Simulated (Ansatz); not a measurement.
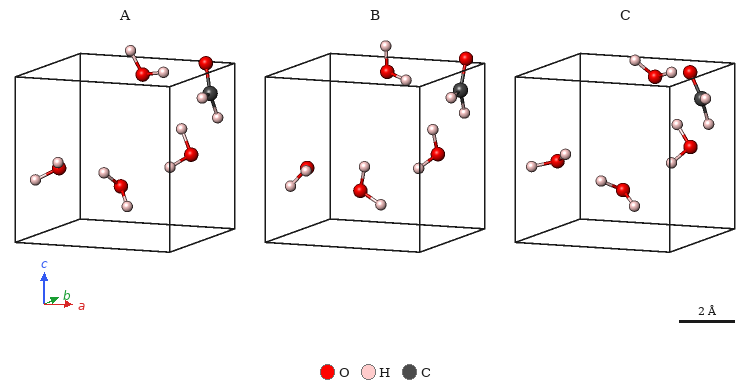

3 geometries from one relaxation of an amorphous cell of composition H10CO5, in shuffled order. Style: ball-and-stick. Shown: the cell of the calculation, slightly off an axis.

The cell holds 4 H2O + 1 H2CO. The run prepares the start of a later molecular dynamics calculation, from a guessed geometry.

Method: DFT PBE-D3(BJ), scalar-relativistic, plane waves, PAW (Ansatz). (plane-wave cutoff 420 eV; k-point mesh 1 × 1 × 1; occupations fermi dirac; smearing width 0.05 eV; no spin polarisation; atoms relaxed in a fixed cell; force threshold 0.3 eV/Å; at most 15 steps)

> Put them in the order of the run, from the start to the converged end.

B, A, C. They are steps 0, 4, 8, at +1.465 eV per cell of the calculation, +0.599 eV per cell of the calculation relative to the last. The atom that moves furthest is an O atom (1.08 Å along [−2 −1 −1]). By element the largest moves are O 1.08 Å, H 0.87 Å, C 0.52 Å. The cell doesn't change. Among the contacts that change: H–O 0.969 → 0.980 Å, C–H 1.104 → 1.113 Å. Among the angles between lasting bonds that change: H–O–H 104.0° → 101.3°. The energy falls by 1.465 eV per cell of the calculation in 8 geometry steps. The largest force component goes from 0.93 to 0.27 eV/Å. Cost: 8.7 s on 1 thread of Intel(R) Xeon(R) Platinum 8488C (Sapphire Rapids) (shared host), peak memory 0.39 GiB.

Limits of the set-up: the periodic images lie only 6.2 Å apart, so the values are limited by the cell's size.
